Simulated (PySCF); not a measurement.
## C₃H₇BF₂: one change and its effect

System: C₃H₇BF₂ (isopropyldifluoroborane), SMILES CC(C)B(F)F.
Method of the first run: GIAO PBE0/6-31G NMR shielding, non-relativistic, gas phase (PySCF 2.14.0).

The geometry comes from this level: PBE0-D3(BJ)/def2-SVP. Text and figures count atoms from 1; the logs count them from 0 in places.

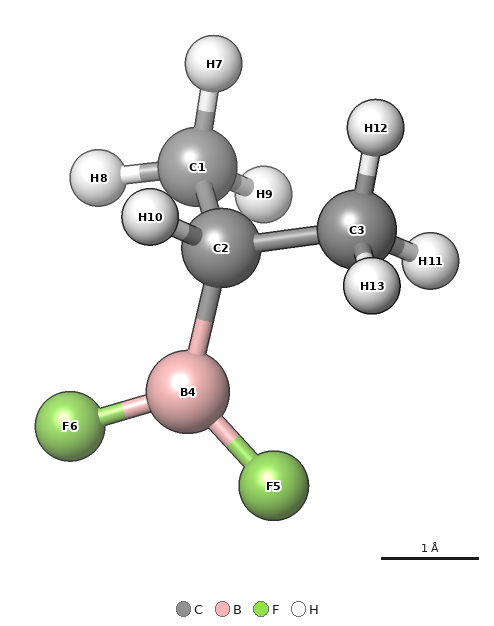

**Figure 1.** The input geometry (ball-and-stick view, seen at a tilt; atoms are numbered from 1 in the order of the input). Bond lengths as drawn: B–C 1.57 Å, B–F 1.32 Å, C–C 1.52 to 1.54 Å and C–H 1.10 to 1.11 Å.

## The input, the first run
```
{"job": {"kind": "nmr", "xc": "PBE0", "basis": "6-31G", "pop": true}, "charge": 0, "multiplicity": 1}
C     -1.010537    -0.919381     0.335489
C      0.038767    -0.065746    -0.391541
C      1.411644    -0.145040     0.266770
B     -0.501265     1.396969    -0.528229
F      0.095777     2.438557     0.025417
F     -1.612680     1.656829    -1.197318
H     -0.693351    -1.973145     0.385894
H     -1.986889    -0.884500    -0.170436
H     -1.156947    -0.573974     1.372245
H      0.111070    -0.449611    -1.427691
H      1.382289     0.242826     1.297426
H      1.770789    -1.185320     0.314678
H      2.163418     0.443679    -0.280540
```

The first line tells a small driver script what to run in PySCF; the rest is the geometry in Å.

Launched with:
```bash
OMP_NUM_THREADS=1 python <driver script> task.json out
```

Hardware: 1 CPU thread, shared host.

## Output (the first run)
```
coarse grid: 10856 points
cycle   1  E = -342.6757662442  dE =  5.538e-01  |g| = 6.831e-01  |ddm| = 3.069e+00
cycle   2  E = -342.6219606652  dE =  5.381e-02  |g| = 9.182e-01  |ddm| = 1.171e+00
cycle   3  E = -342.7669609261  dE = -1.450e-01  |g| = 5.687e-02  |ddm| = 6.489e-01
cycle   4  E = -342.7676591935  dE = -6.983e-04  |g| = 2.017e-02  |ddm| = 7.016e-02
cycle   5  E = -342.7677575476  dE = -9.835e-05  |g| = 1.077e-03  |ddm| = 2.083e-02
cycle   6  E = -342.7677577252  dE = -1.776e-07  |g| = 8.607e-04  |ddm| = 2.015e-03
final grid: 105648 points
cycle   7  E = -342.7452811992  dE = -1.890e-05  |g| = 6.205e-03  |ddm| = 1.850e-02
cycle   8  E = -342.7452779612  dE =  3.238e-06  |g| = 7.292e-03  |ddm| = 1.276e-02
cycle   9  E = -342.7452914611  dE = -1.350e-05  |g| = 6.025e-04  |ddm| = 6.785e-03
cycle  10  E = -342.7452915169  dE = -5.587e-08  |g| = 1.268e-04  |ddm| = 4.679e-04
cycle  11  E = -342.7452915197  dE = -2.769e-09  |g| = 3.705e-05  |ddm| = 1.359e-04
cycle  12  E = -342.7452915199  dE = -2.478e-10  |g| = 1.376e-05  |ddm| = 3.893e-05
converged SCF energy = -342.7452915199

GIAO shielding tensors (ppm)
atom      isotropic    diamagn.    paramagn.     s11        s22        s33       span
  0 C      181.431     245.794     -64.363    165.165    178.934    200.193     35.028
  1 C      185.152     246.157     -61.005    175.874    187.678    191.903     16.029
  2 C      181.769     245.800     -64.031    170.500    176.779    198.028     27.528
  3 B       84.480     196.704    -112.224     55.003     93.333    105.105     50.102
  4 F      244.394     471.847    -227.453     51.225    283.703    398.254    347.029
  5 F      247.430     471.133    -223.702     61.234    290.329    390.728    329.494
  6 H       31.383      29.808       1.575     27.136     29.260     37.754     10.619
  7 H       31.201      29.729       1.472     26.165     29.524     37.915     11.750
  8 H       31.657      29.946       1.712     27.793     29.552     37.627      9.834
  9 H       31.483      30.567       0.916     27.213     29.592     37.644     10.431
 10 H       31.472      29.979       1.492     27.954     29.350     37.111      9.157
 11 H       31.687      29.928       1.759     27.297     29.694     38.071     10.773
 12 H       31.371      29.724       1.647     26.782     29.059     38.272     11.490
```

The input of the second run differs as follows (lines with − go, lines with + come):
```diff
-"basis": "6-31G"
+"basis": "STO-3G"
```

Predict how the results change.

The total energy of the second run is 2809.7 kcal/mol higher, which measures the change of basis and not a stability. The HOMO goes from −8.91 to −5.85 eV. The LUMO goes from 0.34 to 4.17 eV. The dipole moment goes from 1.89 to 0.23 D. Of all shieldings, the largest change is that of F6, by +43.3 ppm. The SCF takes 11 iterations against 12. The basis functions go from 68 to 37.

## Output (the second run)
```
coarse grid: 10856 points
cycle   1  E = -338.2055566392  dE =  4.922e-01  |g| = 5.000e-01  |ddm| = 4.271e+00
cycle   2  E = -338.2077633952  dE = -2.207e-03  |g| = 5.562e-01  |ddm| = 1.358e+00
cycle   3  E = -338.3012180977  dE = -9.345e-02  |g| = 3.834e-02  |ddm| = 6.632e-01
cycle   4  E = -338.3016449326  dE = -4.268e-04  |g| = 1.084e-02  |ddm| = 6.426e-02
cycle   5  E = -338.3016802253  dE = -3.529e-05  |g| = 1.189e-03  |ddm| = 1.568e-02
cycle   6  E = -338.3016805900  dE = -3.647e-07  |g| = 6.305e-04  |ddm| = 2.440e-03
final grid: 105648 points
cycle   7  E = -338.2677023404  dE = -4.953e-06  |g| = 3.349e-03  |ddm| = 1.144e-02
cycle   8  E = -338.2677029117  dE = -5.712e-07  |g| = 3.091e-03  |ddm| = 8.395e-03
cycle   9  E = -338.2677058803  dE = -2.969e-06  |g| = 2.179e-04  |ddm| = 4.071e-03
cycle  10  E = -338.2677058954  dE = -1.508e-08  |g| = 2.799e-05  |ddm| = 3.049e-04
cycle  11  E = -338.2677058956  dE = -1.789e-10  |g| = 1.655e-05  |ddm| = 5.711e-05
converged SCF energy = -338.2677058956

GIAO shielding tensors (ppm)
atom      isotropic    diamagn.    paramagn.     s11        s22        s33       span
  0 C      212.901     244.521     -31.620    202.061    207.988    228.654     26.593
  1 C      216.695     243.467     -26.772    205.441    219.959    224.685     19.245
  2 C      213.967     244.276     -30.309    204.990    208.650    228.260     23.269
  3 B      106.699     204.958     -98.259     97.103    105.117    117.879     20.776
  4 F      286.407     453.478    -167.070     96.091    202.030    561.101    465.009
  5 F      290.726     453.021    -162.295    108.611    201.012    562.557    453.947
  6 H       31.821      30.638       1.183     26.674     29.123     39.666     12.992
  7 H       31.759      30.610       1.149     26.181     29.319     39.778     13.597
  8 H       32.206      31.347       0.859     27.586     29.637     39.396     11.810
  9 H       32.039      31.577       0.462     26.984     29.186     39.946     12.962
 10 H       31.837      31.263       0.574     27.645     28.912     38.955     11.310
 11 H       31.931      30.583       1.348     26.620     29.333     39.840     13.219
 12 H       31.783      30.366       1.417     26.866     28.663     39.820     12.954
```

## The two runs side by side

| quantity | the first run | the second run |
| --- | --- | --- |
| outcome | converged | converged |
| total energy (hartree) | −342.745292 | −338.267706 |
| HOMO (eV) | −8.91 | −5.85 |
| LUMO (eV) | 0.34 | 4.17 |
| dipole moment (D) | 1.89 | 0.23 |
| shielding of C1 (ppm) | 181.4 | 212.9 |
| shielding of C2 (ppm) | 185.2 | 216.7 |
| shielding of C3 (ppm) | 181.8 | 214.0 |
| shielding of B4 (ppm) | 84.5 | 106.7 |
| shielding of F5 (ppm) | 244.4 | 286.4 |
| shielding of F6 (ppm) | 247.4 | 290.7 |
| shielding of H8 (ppm) | 31.2 | 31.8 |
| SCF iterations | 12 | 11 |
| basis functions | 68 | 37 |
| wall time (shared host) | 5.3 s | 2.7 s |
